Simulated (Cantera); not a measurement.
Feed: 1 mol SiH2Cl2, 0.13 mol C3H8, a varied amount of H2, equilibrated at 2673 K and 2.00 mbar.

Method: chemical equilibrium by Gibbs-energy minimisation in Cantera with the NASA 1993 tables (ideal gas, pure condensed phases). Candidate condensed phases: C, C6H6, C7H8, C8H18, Si, SiC; 109 gas species. The tables' values for SiCl are old estimates; treat these amounts as uncertain. Rates play no part.

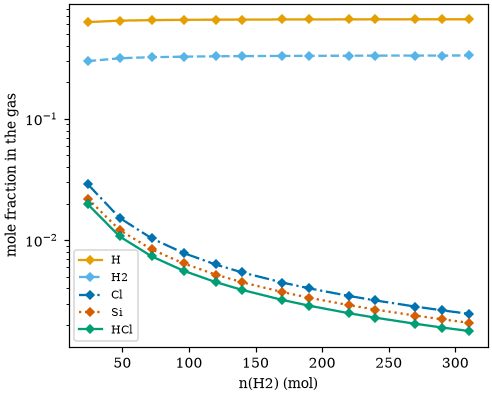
Figure. Equilibrium gas composition (values under 1e-9 drawn at 1e-9)

From 24 mol H2 to 310 mol H2 nothing is condensed. The main Si-bearing gas is Si throughout.
